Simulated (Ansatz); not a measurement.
Molecular dynamics, with input and output: GaHCl2O (part 1 of 3)

GaHCl2O, computed with RKS PBE/def2-SVP (Ansatz 0.2.0).

It belongs to a series of runs on one base structure; here: dynamics from the start. Figures and captions count atoms from 1; the log counts them from 0 in places.

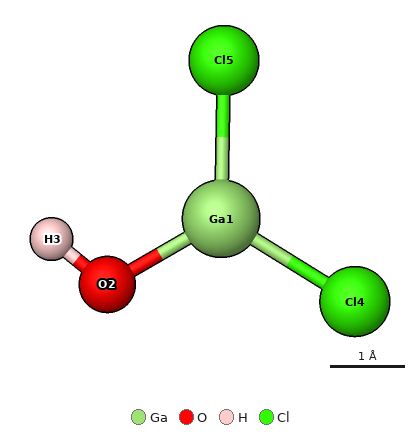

**Figure 1.** The structure as given in the input (ball-and-stick view, seen on its broad side; atoms are numbered from 1 in the order of the input). Sticks mark near contacts. Bond lengths as drawn: Cl–Ga 2.14 to 2.15 Å, Ga–O 1.79 Å and H–O 0.98 Å.

**Input**
```yaml
crystal:
  periodic: [false, false, false]
  atoms:
    - { symbol: Ga, position_ang: [-0.013977, -0.035437, -0.027434] }
    - { symbol: O, position_ang: [0.016332, -0.121294, 1.757181] }
    - { symbol: H, position_ang: [-0.890993, -0.157275, 2.117353] }
    - { symbol: Cl, position_ang: [1.853908, 0.046658, -1.063011] }
    - { symbol: Cl, position_ang: [-1.87477, -0.014052, -1.10699] }
basis:
  gaussian: { orbitals: def2-SVP }
hamiltonian:
  xc: pbe
md:
  timestep: 1.0
  n_steps: 250
  ensemble: nve
  temperature: 1500.0
  initial_velocities: maxwell_boltzmann
  seed: 408847
```

Command:
```bash
ansatz run input.yaml --threads 2 --pin off --max-ram 3072MiB --backend cpu --events-out ev --progress --plain --runs-dir out
```

**The program's output**
```
Engine: ansatz 0.2.0, aarch64-unknown-linux-gnu
Functional definition: PBE
  parameter kappa = 0.804
  parameter beta = 0.06672455060314922
  exchange = pbe_x(kappa = kappa, mu = beta*pi^2/3)
  correlation = pbe_c(beta = beta)
946 factors; their error is unknown
mean field evaluation 1: about -79446.5700 eV, gradient 6.6e1 eV
mean field evaluation 2: about -79348.5109 eV, gradient 1.9e2 eV
mean field evaluation 4: about -79453.1342 eV, gradient 2.0e1 eV
mean field evaluation 8: about -79453.9336 eV, gradient 1.6e-1 eV
mean field evaluation 16: about -79453.8846 eV, gradient 1.4e-4 eV
mean field -79453.88458940 eV, -2919.8764028830 hartree, gradient 2.4e-5 eV, S^2 0.000000; 0 other end points of the search recorded, 0 dependent functions left out
the calculation of the forces begins
reference -79453.88462390 eV, -2919.8764041510 hartree; 37, 37 occupied and 50, 50 virtual orbitals, 946 factors
md step     0: t =     0.00 fs  T =  1500.0 K  F+E_penalty+E_count = -79453.88458940 eV  E_kin = 0.581670 eV  conserved = -79453.30291940 eV  (27 SCF iters)
these checks for a lower state are left out or cut short: starts, cluster_reference, orbital_swaps, neighbouring_geometries, increment
946 factors; their error is unknown
mean field -79453.87906423 eV, -2919.8761998370 hartree, gradient 4.7e-5 eV, S^2 0.000000; 0 other end points of the search recorded, 0 dependent functions left out
the calculation of the forces begins
reference -79453.87909880 eV, -2919.8762011075 hartree; 37, 37 occupied and 50, 50 virtual orbitals, 946 factors
md step     1: t =     1.00 fs  T =  1485.7 K  F+E_penalty+E_count = -79453.87906423 eV  E_kin = 0.576133 eV  conserved = -79453.30293119 eV  (25 SCF iters)
[... from here on the SCF iterations and repeated set-up lines of each step are left out, up to the last step ...]
md step     2: t =     2.00 fs  T =  1446.4 K  F+E_penalty+E_count = -79453.86352330 eV  E_kin = 0.560891 eV  conserved = -79453.30263271 eV  (25 SCF iters)
md step     3: t =     3.00 fs  T =  1394.0 K  F+E_penalty+E_count = -79453.84294216 eV  E_kin = 0.540563 eV  conserved = -79453.30237881 eV  (25 SCF iters)
md step     4: t =     4.00 fs  T =  1337.8 K  F+E_penalty+E_count = -79453.82119683 eV  E_kin = 0.518758 eV  conserved = -79453.30243893 eV  (24 SCF iters)
md step     5: t =     5.00 fs  T =  1275.2 K  F+E_penalty+E_count = -79453.79709707 eV  E_kin = 0.494487 eV  conserved = -79453.30261036 eV  (25 SCF iters)
md step     6: t =     6.00 fs  T =  1199.5 K  F+E_penalty+E_count = -79453.76760402 eV  E_kin = 0.465142 eV  conserved = -79453.30246193 eV  (25 SCF iters)
md step     7: t =     7.00 fs  T =  1114.5 K  F+E_penalty+E_count = -79453.73423425 eV  E_kin = 0.432180 eV  conserved = -79453.30205445 eV  (25 SCF iters)
md step     8: t =     8.00 fs  T =  1032.3 K  F+E_penalty+E_count = -79453.70227536 eV  E_kin = 0.400310 eV  conserved = -79453.30196582 eV  (25 SCF iters)
md step     9: t =     9.00 fs  T =   956.4 K  F+E_penalty+E_count = -79453.67306737 eV  E_kin = 0.370869 eV  conserved = -79453.30219851 eV  (26 SCF iters)
md step    10: t =    10.00 fs  T =   881.0 K  F+E_penalty+E_count = -79453.64380900 eV  E_kin = 0.341616 eV  conserved = -79453.30219289 eV  (26 SCF iters)
md step    11: t =    11.00 fs  T =   807.1 K  F+E_penalty+E_count = -79453.61488393 eV  E_kin = 0.312965 eV  conserved = -79453.30191917 eV  (26 SCF iters)
md step    12: t =    12.00 fs  T =   744.1 K  F+E_penalty+E_count = -79453.59035359 eV  E_kin = 0.288538 eV  conserved = -79453.30181522 eV  (26 SCF iters)
md step    13: t =    13.00 fs  T =   695.6 K  F+E_penalty+E_count = -79453.57175186 eV  E_kin = 0.269727 eV  conserved = -79453.30202472 eV  (26 SCF iters)
md step    14: t =    14.00 fs  T =   654.5 K  F+E_penalty+E_count = -79453.55599184 eV  E_kin = 0.253807 eV  conserved = -79453.30218451 eV  (26 SCF iters)
md step    15: t =    15.00 fs  T =   615.4 K  F+E_penalty+E_count = -79453.54064093 eV  E_kin = 0.238652 eV  conserved = -79453.30198938 eV  (26 SCF iters)
md step    16: t =    16.00 fs  T =   583.6 K  F+E_penalty+E_count = -79453.52812290 eV  E_kin = 0.226315 eV  conserved = -79453.30180818 eV  (25 SCF iters)
md step    17: t =    17.00 fs  T =   563.8 K  F+E_penalty+E_count = -79453.52068509 eV  E_kin = 0.218626 eV  conserved = -79453.30205894 eV  (25 SCF iters)
md step    18: t =    18.00 fs  T =   548.4 K  F+E_penalty+E_count = -79453.51499569 eV  E_kin = 0.212644 eV  conserved = -79453.30235124 eV  (25 SCF iters)
md step    19: t =    19.00 fs  T =   528.9 K  F+E_penalty+E_count = -79453.50735083 eV  E_kin = 0.205084 eV  conserved = -79453.30226733 eV  (25 SCF iters)
md step    20: t =    20.00 fs  T =   508.8 K  F+E_penalty+E_count = -79453.49936491 eV  E_kin = 0.197305 eV  conserved = -79453.30206028 eV  (25 SCF iters)
md step    21: t =    21.00 fs  T =   495.8 K  F+E_penalty+E_count = -79453.49437008 eV  E_kin = 0.192250 eV  conserved = -79453.30211975 eV  (28 SCF iters)
md step    22: t =    22.00 fs  T =   487.8 K  F+E_penalty+E_count = -79453.49155447 eV  E_kin = 0.189144 eV  conserved = -79453.30241074 eV  (25 SCF iters)
md step    23: t =    23.00 fs  T =   474.1 K  F+E_penalty+E_count = -79453.48638513 eV  E_kin = 0.183838 eV  conserved = -79453.30254705 eV  (25 SCF iters)
md step    24: t =    24.00 fs  T =   448.7 K  F+E_penalty+E_count = -79453.47634806 eV  E_kin = 0.173995 eV  conserved = -79453.30235345 eV  (25 SCF iters)
md step    25: t =    25.00 fs  T =   416.4 K  F+E_penalty+E_count = -79453.46364343 eV  E_kin = 0.161460 eV  conserved = -79453.30218362 eV  (25 SCF iters)
md step    26: t =    26.00 fs  T =   382.4 K  F+E_penalty+E_count = -79453.45058395 eV  E_kin = 0.148302 eV  conserved = -79453.30228183 eV  (25 SCF iters)
md step    27: t =    27.00 fs  T =   345.5 K  F+E_penalty+E_count = -79453.43628826 eV  E_kin = 0.133962 eV  conserved = -79453.30232634 eV  (25 SCF iters)
md step    28: t =    28.00 fs  T =   305.9 K  F+E_penalty+E_count = -79453.42070226 eV  E_kin = 0.118610 eV  conserved = -79453.30209221 eV  (26 SCF iters)
md step    29: t =    29.00 fs  T =   272.7 K  F+E_penalty+E_count = -79453.40755873 eV  E_kin = 0.105735 eV  conserved = -79453.30182373 eV  (26 SCF iters)
md step    30: t =    30.00 fs  T =   255.7 K  F+E_penalty+E_count = -79453.40094507 eV  E_kin = 0.099143 eV  conserved = -79453.30180203 eV  (26 SCF iters)
md step    31: t =    31.00 fs  T =   256.0 K  F+E_penalty+E_count = -79453.40124946 eV  E_kin = 0.099289 eV  conserved = -79453.30196020 eV  (26 SCF iters)
md step    32: t =    32.00 fs  T =   268.9 K  F+E_penalty+E_count = -79453.40625630 eV  E_kin = 0.104286 eV  conserved = -79453.30196994 eV  (25 SCF iters)
md step    33: t =    33.00 fs  T =   294.5 K  F+E_penalty+E_count = -79453.41594344 eV  E_kin = 0.114206 eV  conserved = -79453.30173730 eV  (26 SCF iters)
md step    34: t =    34.00 fs  T =   340.1 K  F+E_penalty+E_count = -79453.43357243 eV  E_kin = 0.131900 eV  conserved = -79453.30167221 eV  (26 SCF iters)
md step    35: t =    35.00 fs  T =   407.1 K  F+E_penalty+E_count = -79453.45987057 eV  E_kin = 0.157853 eV  conserved = -79453.30201732 eV  (26 SCF iters)
md step    36: t =    36.00 fs  T =   483.5 K  F+E_penalty+E_count = -79453.48984976 eV  E_kin = 0.187498 eV  conserved = -79453.30235156 eV  (26 SCF iters)
md step    37: t =    37.00 fs  T =   558.0 K  F+E_penalty+E_count = -79453.51869637 eV  E_kin = 0.216369 eV  conserved = -79453.30232770 eV  (24 SCF iters)
md step    38: t =    38.00 fs  T =   630.8 K  F+E_penalty+E_count = -79453.54677585 eV  E_kin = 0.244607 eV  conserved = -79453.30216891 eV  (25 SCF iters)
md step    39: t =    39.00 fs  T =   707.2 K  F+E_penalty+E_count = -79453.57647420 eV  E_kin = 0.274248 eV  conserved = -79453.30222600 eV  (25 SCF iters)
md step    40: t =    40.00 fs  T =   784.9 K  F+E_penalty+E_count = -79453.60687045 eV  E_kin = 0.304374 eV  conserved = -79453.30249670 eV  (25 SCF iters)
md step    41: t =    41.00 fs  T =   853.6 K  F+E_penalty+E_count = -79453.63365218 eV  E_kin = 0.331020 eV  conserved = -79453.30263240 eV  (25 SCF iters)
md step    42: t =    42.00 fs  T =   907.2 K  F+E_penalty+E_count = -79453.65422699 eV  E_kin = 0.351790 eV  conserved = -79453.30243710 eV  (25 SCF iters)
md step    43: t =    43.00 fs  T =   949.9 K  F+E_penalty+E_count = -79453.67059651 eV  E_kin = 0.368335 eV  conserved = -79453.30226188 eV  (25 SCF iters)
md step    44: t =    44.00 fs  T =   986.2 K  F+E_penalty+E_count = -79453.68483164 eV  E_kin = 0.382422 eV  conserved = -79453.30240976 eV  (28 SCF iters)
md step    45: t =    45.00 fs  T =  1012.7 K  F+E_penalty+E_count = -79453.69523750 eV  E_kin = 0.392699 eV  conserved = -79453.30253843 eV  (25 SCF iters)
md step    46: t =    46.00 fs  T =  1027.4 K  F+E_penalty+E_count = -79453.70074325 eV  E_kin = 0.398392 eV  conserved = -79453.30235085 eV  (25 SCF iters)
md step    47: t =    47.00 fs  T =  1038.1 K  F+E_penalty+E_count = -79453.70466148 eV  E_kin = 0.402548 eV  conserved = -79453.30211330 eV  (25 SCF iters)
md step    48: t =    48.00 fs  T =  1053.6 K  F+E_penalty+E_count = -79453.71073245 eV  E_kin = 0.408564 eV  conserved = -79453.30216857 eV  (25 SCF iters)
md step    49: t =    49.00 fs  T =  1071.8 K  F+E_penalty+E_count = -79453.71805520 eV  E_kin = 0.415630 eV  conserved = -79453.30242476 eV  (25 SCF iters)
md step    50: t =    50.00 fs  T =  1083.3 K  F+E_penalty+E_count = -79453.72253409 eV  E_kin = 0.420075 eV  conserved = -79453.30245942 eV  (25 SCF iters)
md step    51: t =    51.00 fs  T =  1085.5 K  F+E_penalty+E_count = -79453.72311667 eV  E_kin = 0.420926 eV  conserved = -79453.30219099 eV  (25 SCF iters)
md step    52: t =    52.00 fs  T =  1085.3 K  F+E_penalty+E_count = -79453.72298633 eV  E_kin = 0.420845 eV  conserved = -79453.30214169 eV  (25 SCF iters)
md step    53: t =    53.00 fs  T =  1083.7 K  F+E_penalty+E_count = -79453.72270128 eV  E_kin = 0.420233 eV  conserved = -79453.30246838 eV  (25 SCF iters)
md step    54: t =    54.00 fs  T =  1071.7 K  F+E_penalty+E_count = -79453.71820716 eV  E_kin = 0.415579 eV  conserved = -79453.30262842 eV  (25 SCF iters)
md step    55: t =    55.00 fs  T =  1045.7 K  F+E_penalty+E_count = -79453.70793056 eV  E_kin = 0.405497 eV  conserved = -79453.30243331 eV  (25 SCF iters)
md step    56: t =    56.00 fs  T =  1013.4 K  F+E_penalty+E_count = -79453.69524855 eV  E_kin = 0.392967 eV  conserved = -79453.30228189 eV  (24 SCF iters)
md step    57: t =    57.00 fs  T =   980.5 K  F+E_penalty+E_count = -79453.68266617 eV  E_kin = 0.380218 eV  conserved = -79453.30244865 eV  (25 SCF iters)
md step    58: t =    58.00 fs  T =   941.2 K  F+E_penalty+E_count = -79453.66766518 eV  E_kin = 0.364962 eV  conserved = -79453.30270302 eV  (24 SCF iters)
md step    59: t =    59.00 fs  T =   885.7 K  F+E_penalty+E_count = -79453.64611788 eV  E_kin = 0.343475 eV  conserved = -79453.30264290 eV  (25 SCF iters)
md step    60: t =    60.00 fs  T =   814.5 K  F+E_penalty+E_count = -79453.61821078 eV  E_kin = 0.315844 eV  conserved = -79453.30236695 eV  (24 SCF iters)
md step    61: t =    61.00 fs  T =   734.9 K  F+E_penalty+E_count = -79453.58734671 eV  E_kin = 0.284991 eV  conserved = -79453.30235594 eV  (25 SCF iters)
md step    62: t =    62.00 fs  T =   648.3 K  F+E_penalty+E_count = -79453.55394345 eV  E_kin = 0.251410 eV  conserved = -79453.30253297 eV  (25 SCF iters)
md step    63: t =    63.00 fs  T =   551.5 K  F+E_penalty+E_count = -79453.51631131 eV  E_kin = 0.213874 eV  conserved = -79453.30243690 eV  (25 SCF iters)
md step    64: t =    64.00 fs  T =   449.8 K  F+E_penalty+E_count = -79453.47654524 eV  E_kin = 0.174440 eV  conserved = -79453.30210481 eV  (24 SCF iters)
md step    65: t =    65.00 fs  T =   355.8 K  F+E_penalty+E_count = -79453.43989603 eV  E_kin = 0.137966 eV  conserved = -79453.30193047 eV  (25 SCF iters)
md step    66: t =    66.00 fs  T =   276.0 K  F+E_penalty+E_count = -79453.40907834 eV  E_kin = 0.107034 eV  conserved = -79453.30204474 eV  (25 SCF iters)
md step    67: t =    67.00 fs  T =   207.0 K  F+E_penalty+E_count = -79453.38242735 eV  E_kin = 0.080285 eV  conserved = -79453.30214203 eV  (27 SCF iters)
md step    68: t =    68.00 fs  T =   146.1 K  F+E_penalty+E_count = -79453.35855690 eV  E_kin = 0.056659 eV  conserved = -79453.30189807 eV  (25 SCF iters)
md step    69: t =    69.00 fs  T =   101.7 K  F+E_penalty+E_count = -79453.34098701 eV  E_kin = 0.039430 eV  conserved = -79453.30155674 eV  (26 SCF iters)
md step    70: t =    70.00 fs  T =    84.9 K  F+E_penalty+E_count = -79453.33454649 eV  E_kin = 0.032926 eV  conserved = -79453.30162094 eV  (26 SCF iters)
md step    71: t =    71.00 fs  T =    94.1 K  F+E_penalty+E_count = -79453.33841120 eV  E_kin = 0.036480 eV  conserved = -79453.30193138 eV  (25 SCF iters)
md step    72: t =    72.00 fs  T =   119.1 K  F+E_penalty+E_count = -79453.34817646 eV  E_kin = 0.046184 eV  conserved = -79453.30199205 eV  (26 SCF iters)
md step    73: t =    73.00 fs  T =   157.2 K  F+E_penalty+E_count = -79453.36278502 eV  E_kin = 0.060950 eV  conserved = -79453.30183539 eV  (26 SCF iters)
md step    74: t =    74.00 fs  T =   212.8 K  F+E_penalty+E_count = -79453.38434054 eV  E_kin = 0.082502 eV  conserved = -79453.30183889 eV  (26 SCF iters)
md step    75: t =    75.00 fs  T =   285.1 K  F+E_penalty+E_count = -79453.41267150 eV  E_kin = 0.110550 eV  conserved = -79453.30212108 eV  (25 SCF iters)
md step    76: t =    76.00 fs  T =   363.9 K  F+E_penalty+E_count = -79453.44350757 eV  E_kin = 0.141128 eV  conserved = -79453.30237966 eV  (25 SCF iters)
md step    77: t =    77.00 fs  T =   439.8 K  F+E_penalty+E_count = -79453.47285639 eV  E_kin = 0.170541 eV  conserved = -79453.30231547 eV  (25 SCF iters)
md step    78: t =    78.00 fs  T =   513.1 K  F+E_penalty+E_count = -79453.50116254 eV  E_kin = 0.198986 eV  conserved = -79453.30217648 eV  (24 SCF iters)
md step    79: t =    79.00 fs  T =   586.8 K  F+E_penalty+E_count = -79453.52992044 eV  E_kin = 0.227559 eV  conserved = -79453.30236124 eV  (25 SCF iters)
md step    80: t =    80.00 fs  T =   654.8 K  F+E_penalty+E_count = -79453.55654173 eV  E_kin = 0.253934 eV  conserved = -79453.30260777 eV  (24 SCF iters)
md step    81: t =    81.00 fs  T =   710.1 K  F+E_penalty+E_count = -79453.57788168 eV  E_kin = 0.275377 eV  conserved = -79453.30250429 eV  (25 SCF iters)
md step    82: t =    82.00 fs  T =   756.9 K  F+E_penalty+E_count = -79453.59573087 eV  E_kin = 0.293496 eV  conserved = -79453.30223481 eV  (24 SCF iters)
md step    83: t =    83.00 fs  T =   804.4 K  F+E_penalty+E_count = -79453.61415043 eV  E_kin = 0.311943 eV  conserved = -79453.30220763 eV  (25 SCF iters)
md step    84: t =    84.00 fs  T =   853.7 K  F+E_penalty+E_count = -79453.63347467 eV  E_kin = 0.331035 eV  conserved = -79453.30243994 eV  (25 SCF iters)
md step    85: t =    85.00 fs  T =   896.3 K  F+E_penalty+E_count = -79453.65010094 eV  E_kin = 0.347579 eV  conserved = -79453.30252179 eV  (25 SCF iters)
md step    86: t =    86.00 fs  T =   929.2 K  F+E_penalty+E_count = -79453.66254438 eV  E_kin = 0.360312 eV  conserved = -79453.30223228 eV  (25 SCF iters)
md step    87: t =    87.00 fs  T =   960.5 K  F+E_penalty+E_count = -79453.67450065 eV  E_kin = 0.372474 eV  conserved = -79453.30202645 eV  (25 SCF iters)
md step    88: t =    88.00 fs  T =   996.5 K  F+E_penalty+E_count = -79453.68865333 eV  E_kin = 0.386406 eV  conserved = -79453.30224741 eV  (24 SCF iters)
md step    89: t =    89.00 fs  T =  1030.7 K  F+E_penalty+E_count = -79453.70214147 eV  E_kin = 0.399703 eV  conserved = -79453.30243855 eV  (29 SCF iters)
md step    90: t =    90.00 fs  T =  1058.1 K  F+E_penalty+E_count = -79453.71256310 eV  E_kin = 0.410295 eV  conserved = -79453.30226799 eV  (25 SCF iters)
md step    91: t =    91.00 fs  T =  1084.4 K  F+E_penalty+E_count = -79453.72255525 eV  E_kin = 0.420495 eV  conserved = -79453.30206044 eV  (25 SCF iters)
md step    92: t =    92.00 fs  T =  1116.8 K  F+E_penalty+E_count = -79453.73524273 eV  E_kin = 0.433080 eV  conserved = -79453.30216276 eV  (25 SCF iters)
md step    93: t =    93.00 fs  T =  1151.8 K  F+E_penalty+E_count = -79453.74908208 eV  E_kin = 0.446645 eV  conserved = -79453.30243685 eV  (25 SCF iters)
md step    94: t =    94.00 fs  T =  1179.4 K  F+E_penalty+E_count = -79453.75980838 eV  E_kin = 0.457331 eV  conserved = -79453.30247776 eV  (26 SCF iters)
md step    95: t =    95.00 fs  T =  1196.5 K  F+E_penalty+E_count = -79453.76626945 eV  E_kin = 0.463978 eV  conserved = -79453.30229189 eV  (26 SCF iters)
md step    96: t =    96.00 fs  T =  1207.1 K  F+E_penalty+E_count = -79453.77044154 eV  E_kin = 0.468074 eV  conserved = -79453.30236749 eV  (26 SCF iters)
md step    97: t =    97.00 fs  T =  1208.1 K  F+E_penalty+E_count = -79453.77118139 eV  E_kin = 0.468461 eV  conserved = -79453.30272006 eV  (26 SCF iters)
md step    98: t =    98.00 fs  T =  1189.6 K  F+E_penalty+E_count = -79453.76414931 eV  E_kin = 0.461318 eV  conserved = -79453.30283167 eV  (26 SCF iters)
md step    99: t =    99.00 fs  T =  1150.0 K  F+E_penalty+E_count = -79453.74856984 eV  E_kin = 0.445953 eV  conserved = -79453.30261660 eV  (25 SCF iters)
md step   100: t =   100.00 fs  T =  1097.9 K  F+E_penalty+E_count = -79453.72821917 eV  E_kin = 0.425753 eV  conserved = -79453.30246582 eV  (25 SCF iters)
md step   101: t =   101.00 fs  T =  1039.3 K  F+E_penalty+E_count = -79453.70563372 eV  E_kin = 0.403033 eV  conserved = -79453.30260085 eV  (25 SCF iters)
md step   102: t =   102.00 fs  T =   969.5 K  F+E_penalty+E_count = -79453.67875884 eV  E_kin = 0.375968 eV  conserved = -79453.30279092 eV  (25 SCF iters)
md step   103: t =   103.00 fs  T =   881.6 K  F+E_penalty+E_count = -79453.64450064 eV  E_kin = 0.341852 eV  conserved = -79453.30264833 eV  (25 SCF iters)
md step   104: t =   104.00 fs  T =   779.7 K  F+E_penalty+E_count = -79453.60455999 eV  E_kin = 0.302342 eV  conserved = -79453.30221849 eV  (24 SCF iters)
md step   105: t =   105.00 fs  T =   678.1 K  F+E_penalty+E_count = -79453.56492734 eV  E_kin = 0.262948 eV  conserved = -79453.30197937 eV  (25 SCF iters)
md step   106: t =   106.00 fs  T =   586.2 K  F+E_penalty+E_count = -79453.52933527 eV  E_kin = 0.227312 eV  conserved = -79453.30202357 eV  (25 SCF iters)
md step   107: t =   107.00 fs  T =   504.8 K  F+E_penalty+E_count = -79453.49771491 eV  E_kin = 0.195744 eV  conserved = -79453.30197084 eV  (26 SCF iters)
```
